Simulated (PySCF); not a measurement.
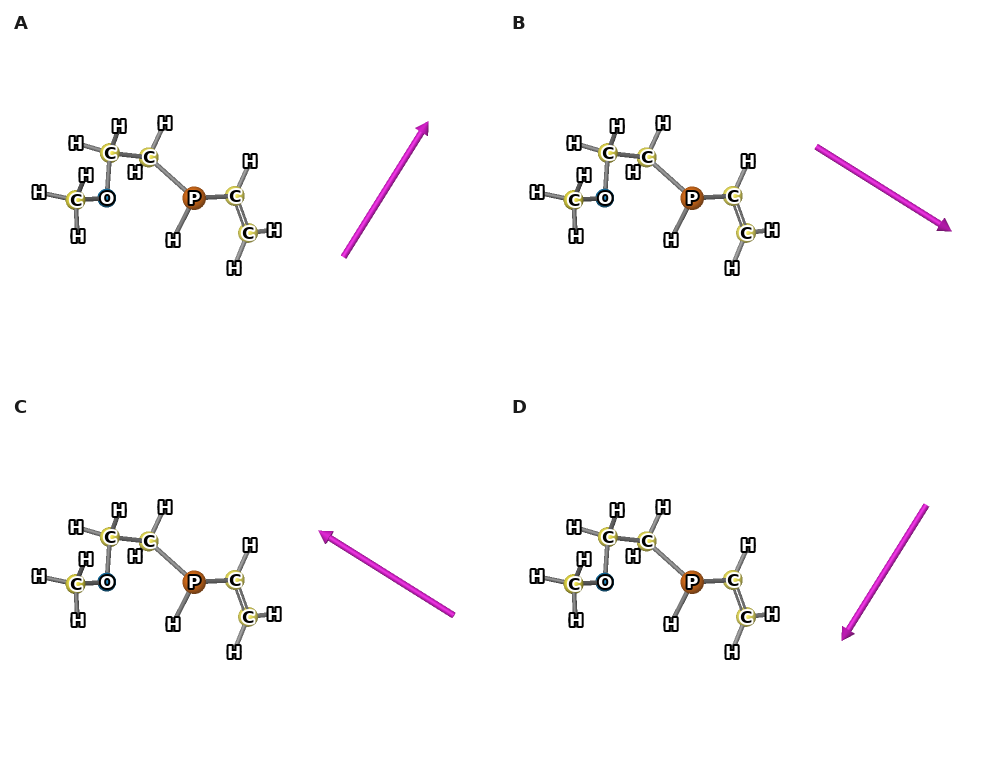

The same molecule four times, each with an arrow. Computed geometry: GFN2-xTB optimisation. No frequency run is at hand to confirm it as a minimum. Level of theory: ωB97X-D/def2-SVPD, gas phase (PySCF 2.14.0).

Which arrow points along the dipole moment, from the negative to the positive end?

Answer. C. The dipole moment is 2.01 D.

The geometry is semi-empirical. Around P such bond lengths and angles can be off by a tenth of an ångström or more and by several degrees, and values that hang on the shape move with them.
